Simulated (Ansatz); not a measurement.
The figure comes from a scan of ScAl₃ (Cu3Au type): one Al atom of a 4-atom cell moves by s along Cartesian [111], with its periodic images. Level of theory: PBE (plane waves to 420 eV, PAW, scalar-relativistic; Ansatz, an electronic-structure program). k mesh 9×9×9 (Γ-centred), Fermi-Dirac smearing 0.05 eV. With partly filled bands, energies and forces of such displacements shift with the k mesh and the smearing. F∥ is the force on the atom along that direction. ScAl3 is run without spin polarisation. ScAl3 was relaxed with its symmetry unable to fall. The PAW data are Ansatz's earlier set. 

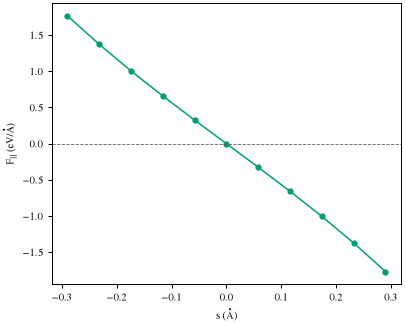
Figure. F∥ (eV/Å) against s (Å); computed points joined by lines.

Read the plotted values off the figure, to the accuracy that the plot allows.

To the nearest 0.05:

```json
[
 {"s (Å)": "-0.290", "F∥ (eV/Å)": "1.75"},
 {"s (Å)": "-0.232", "F∥ (eV/Å)": "1.35"},
 {"s (Å)": "-0.174", "F∥ (eV/Å)": "1.00"},
 {"s (Å)": "-0.116", "F∥ (eV/Å)": "0.65"},
 {"s (Å)": "-0.058", "F∥ (eV/Å)": "0.35"},
 {"s (Å)": "0.000", "F∥ (eV/Å)": "0.00"},
 {"s (Å)": "0.058", "F∥ (eV/Å)": "-0.35"},
 {"s (Å)": "0.116", "F∥ (eV/Å)": "-0.65"},
 {"s (Å)": "0.174", "F∥ (eV/Å)": "-1.00"},
 {"s (Å)": "0.232", "F∥ (eV/Å)": "-1.35"},
 {"s (Å)": "0.290", "F∥ (eV/Å)": "-1.75"}
]
```

(For displaced atoms, the force is minus the slope of the energy, and its curvature is a force constant, which sets phonon frequencies.)
